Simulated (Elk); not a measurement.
# Optical conductivity and Kerr rotation of Nickel, part 2 of 2

How strongly does Nickel turn reflected light?

Elk 11.2.3 (patched build); PBEsol; all-electron APW+lo, Dirac cores, scalar-relativistic bands with second-variational spin-orbit coupling.

So far. Step 2 (Ground state with spin–orbit coupling): After 16 cycles the largest moment stands at 0.677 μB.

### 4. Optics with a broadening of 0.20 eV (continued)

Intraband term included. Table of optical conductivity by photon energy:

| photon energy (eV) | Re sigma xx (S/cm) | Im sigma xx (S/cm) | Re sigma xy (S/cm) | Im sigma xy (S/cm) | Re sigma zz (S/cm) | Im sigma zz (S/cm) |
| --- | --- | --- | --- | --- | --- | --- |
| 0.0 | 34479 | 0 | 645 | 0 | 34680 | 0 |
| 0.5 | 8626 | 10174 | -89.4 | 304 | 8691 | 10313 |
| 1.0 | 6106 | 6248 | -147 | 34.8 | 6136 | 6330 |
| 1.5 | 5701 | 4499 | -147 | -72.2 | 5699 | 4558 |
| 2.0 | 5299 | 4421 | -25.8 | -65.5 | 5304 | 4442 |
| 2.5 | 4449 | 4252 | -21.5 | -65.7 | 4451 | 4286 |
| 3.0 | 4014 | 3624 | 3.18 | -39.3 | 4025 | 3658 |
| 3.5 | 3118 | 3436 | 8.50 | -49.7 | 3119 | 3458 |
| 4.0 | 3026 | 2501 | 18.2 | -52.8 | 3027 | 2520 |
| 4.5 | 2731 | 1802 | 47.3 | -48.1 | 2732 | 1820 |
| 5.0 | 4058 | 429 | 76.9 | -10.8 | 4065 | 446 |
| 5.5 | 5610 | 2084 | 45.4 | 52.6 | 5610 | 2102 |
| 6.0 | 3811 | 3424 | -8.76 | 25.0 | 3811 | 3437 |
| 6.5 | 3232 | 3113 | -3.34 | -2.31 | 3233 | 3127 |
| 7.0 | 2664 | 2518 | 9.34 | 0.276 | 2662 | 2530 |
| 7.5 | 3231 | 2298 | 3.50 | 5.45 | 3231 | 2313 |
| 8.0 | 3067 | 2017 | 9.19 | -1.60 | 3066 | 2026 |

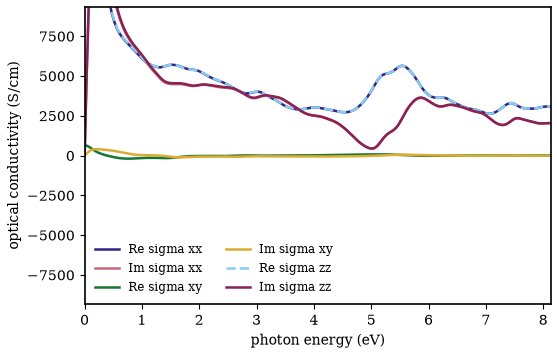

Optical conductivity against photon energy. Below 1 eV the curve runs off the scale.

### 5. Optics with a broadening of 0.11 eV

The broadening stands for the lifetime of the excited states; it lowers and widens the peaks.

Contents of elk.in:

```
tasks
  121
  122

xctype
  22

rgkmax
  7.0

nempty
  14

swidth
  0.004

reducebf
  0.5

epsengy
  1e-05

maxscl
  100

lmaxi
  3

spinpol
  .true.

spinorb
  .true.

cmagz
  .true.

intraband
  .true.

sppath
  './'

avec
  -2.62595269531 0.70362190408 3.84466158249
  0.70362190408 -2.62595269531 3.84466158249
  1.92233079124 1.92233079124 3.84466158249

atoms
  1
  'Ni.in'
  1
  0.0000000000 0.0000000000 0.0000000000   0.000000 0.000000 -0.000030

ngridk
  19 19 19

wplot
  240 100 0
  0.00000 0.30000

optcomp
  1 1
  1 2
  3 3
```

The run is started by

```
> OMP_NUM_THREADS=2 elk
```

Log:

```text
┌─────────────────────────────────┐
│ Elk code version 11.2.3 started │
└─────────────────────────────────┘

Info(readinput): the functional depends on the density's gradient
 muffin-tin radial points multiplied by    2.00000
 (not where nrmtscf is given)

┌────────────────────┐
│ Current task : 121 │
└────────────────────┘

Info(checkmt): changed muffin-tin radius of species 1 (Ni) from   2.4000 to   2.3294

Info(dielectric):
 dielectric tensor written to EPSILON_ij.OUT
 optical conductivity written to SIGMA_ij.OUT
 plasma frequency written to PLASMA_ij.OUT
 for components
  i = 1, j = 1
  i = 1, j = 2
  i = 3, j = 3

┌────────────────────┐
│ Current task : 122 │
└────────────────────┘

Warning(chksvso): spin-orbit splittings by the second variation are low [figures from our tests cut]: local-orbitals by j (lorbdm 7 and 8, zora) mend levels alone

Info(dielectric):
 dielectric tensor written to EPSILON_ij.OUT
 optical conductivity written to SIGMA_ij.OUT
 plasma frequency written to PLASMA_ij.OUT
 for components
  i = 1, j = 1
  i = 1, j = 2

Info(moke):
 complex Kerr angle in degrees written to KERR.OUT

┌──────────────────┐
│ Elk code stopped │
└──────────────────┘
```

Wall time 55 s (2 threads of Intel Xeon 6975P-C (Granite Rapids), shared host); peak memory 0.05 GiB; 1.8 min of CPU time.

Intraband term included. Table of polar Kerr angle by photon energy; values in degrees:

| photon energy (eV) | rotation | ellipticity |
| --- | --- | --- |
| 0.0 | 0 | 0 |
| 0.5 | -0.118 | 0.0511 |
| 1.0 | -0.0726 | -0.0893 |
| 1.5 | 0.0716 | -0.288 |
| 2.0 | 0.0684 | -0.0511 |
| 2.5 | 0.117 | -0.132 |
| 3.0 | 0.0737 | -0.0192 |
| 3.5 | 0.195 | -0.0789 |
| 4.0 | 0.314 | 0.00747 |
| 4.5 | 0.516 | 0.361 |
| 5.0 | -0.397 | 0.327 |
| 5.5 | -0.254 | 0.0487 |
| 6.0 | -0.156 | -0.0338 |
| 6.5 | 0.0252 | -0.0585 |
| 7.0 | 0.00617 | 0.100 |
| 7.5 | -0.101 | 0.0128 |
| 8.0 | -0.0199 | 0.0573 |

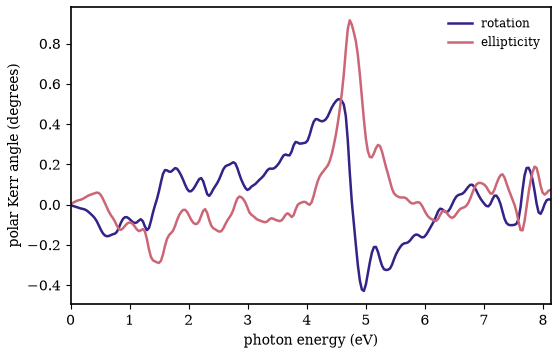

Polar Kerr angle, plotted against photon energy.

### 6. A faulty input

An input with a fault is tried, to see how the program answers.

Contents of elk.in:

```
tasks
  0

xctype
  22

rgkmax
  7.0

nempty
  14

swidth
  0.003

reducebf
  0.5

epsengy
  1e-05

maxscl
  75

lmaxi
  1

spinpol
  .true.

spinorb
  .true.

cmagz
  .true.

lmaxapw
  2

lmaxo
  2

sppath
  './'

avec
  -2.62595269531 0.70362190408 3.84466158249
  0.70362190408 -2.62595269531 3.84466158249
  1.92233079124 1.92233079124 3.84466158249

atoms
  1
  'Ni.in'
  1
  0.0000000000 0.0000000000 0.0000000000   0.000000 0.000000 -0.030000

ngridk
  12 12 12
```

The run is started by

```
> OMP_NUM_THREADS=2 elk
```

Log:

```text
┌─────────────────────────────────┐
│ Elk code version 11.2.3 started │
└─────────────────────────────────┘

Error(readinput): lmaxo < 3 : 2
```

Wall time 0.01 s (2 threads); peak memory 0.05 GiB; 0.01 s of CPU time.

The input was rejected at the start.

The fault put into the input: angular cutoffs far too low.

Cut at l = 2, the expansion in the spheres loses all higher parts of the states and of the density, such as products of d states; lmaxapw 8 and lmaxo 6 are usual.

### 7. The strongest peak

The largest local extreme of the rotation above 0.5 eV, for majority spin along +z:

| broadening (eV) | energy (eV) | rotation (°) | ellipticity (°) | rotation at 1.96 eV (°) |
| --- | --- | --- | --- | --- |
| 0.20 | 4.42 | 0.388 | 0.287 | 0.101 |
| 0.11 | 4.56 | 0.524 | 0.473 | 0.086 |

### 8. Results

| Quantity | Value |
| --- | --- |
| net spin moment | 0.653 μB a cell |
| strongest peak above 0.5 eV | 0.39° at 4.4 eV |
| rotation at 1.96 eV | 0.10° |

In words: Above 0.5 eV the rotation peaks at 4.42 eV, with 0.39° for majority spin along +z at a broadening of 0.20 eV. The run's majority spin points along +z; the magnetisation points the other way, and the angle changes sign with it. The intraband term is included. These are independent-particle spectra on a 19×19×19 mesh, not shown converged.

[Logs and program files are shortened in this print: banners, set-up blocks, solver, clock and traceback lines can be left out without a mark of their own.]

[Logs are printed without paths, hosts, clocks, repeated set-up lines and the standing remarks that a program may print on its own settings, such as how far it seeks lower states.]

[Hosts, paths, dates, database ids (printed as entryN), source tags and the programs' standing remarks are cut or masked in the printed files.]

[Where a cell is said to come from a database of computed structures, the database is the Materials Project.]
